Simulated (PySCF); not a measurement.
**N2H (dinitrogen monohydride): U-r2SCAN/STO-3G**

What is the vertical ionisation energy of N2H (dinitrogen monohydride) at U-r2SCAN/STO-3G? Input form: a Python script.

The calculation is run with PySCF 2.14.0.

10 further runs of the same task are left out: 10 set aside as unsound or not needed.

## Step 1: The system as given

N2H: 3 atoms, total charge 0, spin state doublet. As SMILES, `[N]=N`. The shape is that of a GFN2-xTB optimisation.

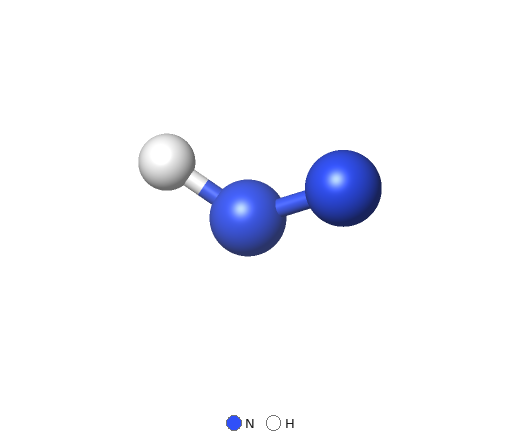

The structure, seen from a chosen angle (nitrogen blue, hydrogen white).

## Step 2: The energy at U-r2SCAN/STO-3G

File geometry.xyz:

```xyz
3

N      0.715210    -0.640440     0.325220
N     -0.243160    -0.185380    -0.152740
H     -0.472040     0.825820    -0.172480
```

File job.py:

```python
# dinitrogen monohydride
from pyscf import gto, dft

mol = gto.M(
    atom='geometry.xyz',
    basis='sto-3g',
    max_memory=1860,
    spin=1,
    charge=0,
    verbose=4,
)

calc0 = dft.UKS(mol, xc='r2scan')
calc0.conv_tol = 1e-10
calc0.grids.level = 5
calc0.kernel()
if not calc0.converged:
    calc0 = calc0.newton().run(calc0.mo_coeff, calc0.mo_occ)

e_tot = calc0.e_tot
print('E(%s) = %.9f' % ('R2SCAN', e_tot))
```

The run is started by

```bash
OMP_NUM_THREADS=1 python job.py
```

The log of the run:

```text
PySCF version 2.14.0

[INPUT] num. atoms = 3
[INPUT] num. electrons = 15
[INPUT] charge = 0
[INPUT] spin (= nelec alpha-beta = 2S) = 1
[INPUT] symmetry False subgroup None
[INPUT] Mole.unit = angstrom
[INPUT] Symbol           X                Y                Z      unit          X                Y                Z       unit  Magmom
[INPUT]  1 N      0.715210000000  -0.640440000000   0.325220000000 AA    1.351551021550  -1.210256199216   0.614576730231 Bohr   0.0
[INPUT]  2 N     -0.243160000000  -0.185380000000  -0.152740000000 AA   -0.459505804449  -0.350317428972  -0.288636768266 Bohr   0.0
[INPUT]  3 H     -0.472040000000   0.825820000000  -0.172480000000 AA   -0.892026319840   1.560573628188  -0.325939961965 Bohr   0.0

nuclear repulsion = 27.7543700857254
number of shells = 7
number of NR pGTOs = 33
number of NR cGTOs = 11
basis = sto-3g
ecp = {}

[... 37 lines left out ...]
WARN: HOMO -0.0823332166678362 >= LUMO -0.0823332166678374
[... 42 lines left out ...]
converged SCF energy = -108.511515974032  <S^2> = 0.75250248  2S+1 = 2.0025009
E(R2SCAN) = -108.511515974
```

Run time: 3.3 s. Hardware: 1 thread of Arm Neoverse V1, shared host; peak memory 0.17 GiB.

## Step 3: The singlet cation, same level

File input.py:

```python
from pyscf import gto, dft

mol = gto.Mole()
mol.atom = '''
N      0.715210    -0.640440     0.325220
N     -0.243160    -0.185380    -0.152740
H     -0.472040     0.825820    -0.172480
'''
mol.verbose = 4
mol.charge = 1
mol.basis = 'sto-3g'
mol.max_memory = 1860
mol.build()

mf = dft.RKS(mol, xc='r2scan')
mf.grids.level = 5
mf.conv_tol = 1e-10
mf.kernel()
if not mf.converged:
    mf = mf.newton().run(mf.mo_coeff, mf.mo_occ)

e_tot = mf.e_tot
print('E(%s) = %.9f' % ('R2SCAN', e_tot))
```

The run is started by

```bash
OMP_NUM_THREADS=1 python input.py
```

The log of the run:

```text
PySCF version 2.14.0

[INPUT] num. atoms = 3
[INPUT] num. electrons = 14
[INPUT] charge = 1
[INPUT] spin (= nelec alpha-beta = 2S) = 0
[INPUT] symmetry False subgroup None
[INPUT] Mole.unit = angstrom
[INPUT] Symbol           X                Y                Z      unit          X                Y                Z       unit  Magmom
[INPUT]  1 N      0.715210000000  -0.640440000000   0.325220000000 AA    1.351551021550  -1.210256199216   0.614576730231 Bohr   0.0
[INPUT]  2 N     -0.243160000000  -0.185380000000  -0.152740000000 AA   -0.459505804449  -0.350317428972  -0.288636768266 Bohr   0.0
[INPUT]  3 H     -0.472040000000   0.825820000000  -0.172480000000 AA   -0.892026319840   1.560573628188  -0.325939961965 Bohr   0.0

nuclear repulsion = 27.7543700857254
number of shells = 7
number of NR pGTOs = 33
number of NR cGTOs = 11
basis = sto-3g
ecp = {}

******** <class 'pyscf.dft.rks.RKS'> ********
method = RKS
initial guess = minao
damping factor = 0
level_shift factor = 0
DIIS = <class 'pyscf.scf.diis.CDIIS'>
diis_start_cycle = 1
diis_space = 8
diis_damp = 0
SCF conv_tol = 1e-10
SCF conv_tol_grad = None
SCF max_cycles = 50
direct_scf = True
direct_scf_tol = 1e-13
XC library pyscf.dft.libxc version 7.0.0
    S. Lehtola, C. Steigemann, M. J.T. Oliveira, and M. A.L. Marques.,  SoftwareX 7, 1–5 (2018)
XC functionals = r2scan
    J. W. Furness, A. D. Kaplan, J. Ning, J. P. Perdew, and J. Sun.,  J. Phys. Chem. Lett. 11, 8208-8215 (2020)
    J. W. Furness, A. D. Kaplan, J. Ning, J. P. Perdew, and J. Sun.,  J. Phys. Chem. Lett. 11, 9248-9248 (2020)
    J. W. Furness, A. D. Kaplan, J. Ning, J. P. Perdew, and J. Sun.,  J. Phys. Chem. Lett. 11, 8208-8215 (2020)
    J. W. Furness, A. D. Kaplan, J. Ning, J. P. Perdew, and J. Sun.,  J. Phys. Chem. Lett. 11, 9248-9248 (2020)
radial grids:
    Treutler-Ahlrichs [JCP 102, 346 (1995); DOI:10.1063/1.469408] (M4) radial grids

becke partition: Becke, JCP 88, 2547 (1988); DOI:10.1063/1.454033
pruning grids: <function nwchem_prune>
grids dens level: 5
symmetrized grids: False
atomic radii adjust function: <function treutler_atomic_radii_adjust>
small_rho_cutoff = 0
Set gradient conv threshold to 1e-05
Initial guess from minao.
tot grids = 107768
init E= -108.816312143575
  HOMO = -0.348265462002102  LUMO = -0.0823332166678363  gap/eV = 7.23638
cycle= 1 E= -108.205221362155  delta_E= 0.611  |g|= 0.133  |ddm|=  2.5
  HOMO = -0.761055296737889  LUMO = -0.520905621784044  gap/eV = 6.53481
cycle= 2 E= -108.212172232112  delta_E= -0.00695  |g|= 0.0601  |ddm|= 0.407
  HOMO = -0.758573245238252  LUMO = -0.51364144460444  gap/eV = 6.66493
cycle= 3 E= -108.209555603608  delta_E= 0.00262  |g|= 0.121  |ddm|= 0.154
  HOMO = -0.754098269987232  LUMO = -0.511336990151533  gap/eV = 6.60587
cycle= 4 E= -108.21313124893  delta_E= -0.00358  |g|= 0.00581  |ddm|= 0.105
  HOMO = -0.754497813220461  LUMO = -0.511622731645709  gap/eV = 6.60897
cycle= 5 E= -108.213140752019  delta_E= -9.5e-06  |g|= 0.000641  |ddm|= 0.00771
  HOMO = -0.754566876069491  LUMO = -0.511630039686741  gap/eV = 6.61065
cycle= 6 E= -108.213140988685  delta_E= -2.37e-07  |g|= 4.12e-05  |ddm|= 0.00171
  HOMO = -0.754549737318197  LUMO = -0.511620047853285  gap/eV = 6.61045
cycle= 7 E= -108.213140989515  delta_E= -8.3e-10  |g|= 3.83e-06  |ddm|= 8.47e-05
  HOMO = -0.754550746268239  LUMO = -0.511621310244026  gap/eV = 6.61045
cycle= 8 E= -108.213140989523  delta_E= -8.33e-12  |g|= 4.5e-07  |ddm|= 8.69e-06
  HOMO = -0.754550797172353  LUMO = -0.511621313445653  gap/eV = 6.61045
Extra cycle  E= -108.213140989522  delta_E= 6.25e-13  |g|= 1.66e-06  |ddm|= 1.81e-06
converged SCF energy = -108.213140989522
E(R2SCAN) = -108.213140990
```

Wall time 1.8 s (1 thread of Arm Neoverse V1, shared host); peak memory 0.16 GiB.

## Step 4: Results

Level: U-r2SCAN/STO-3G.

```
                                          quantity          value
                         doublet N2H: total energy  -108.51152 Eh
                        doublet N2H: dipole moment         1.91 D
   doublet N2H: HOMO energy (highest over α and β)       -2.18 eV
    doublet N2H: LUMO energy (lowest over α and β)        0.49 eV
                                 doublet N2H: ⟨S²⟩          0.753
                      singlet cation: total energy  -108.21314 Eh
                       singlet cation: HOMO energy      -20.53 eV
                       singlet cation: LUMO energy      -13.92 eV
                     singlet cation: HOMO–LUMO gap        6.61 eV
vertical ionisation energy (to the singlet cation)       8.119 eV
```

In words: The vertical ionisation energy comes to 8.12 eV (783 kJ/mol). Only the singlet of the ionised species was computed; a triplet could lie lower. In a minimal basis such a difference can be off by several eV, whatever the method. Mulliken charges (doublet N2H) run from -0.17 on N2 to +0.22 on H3.
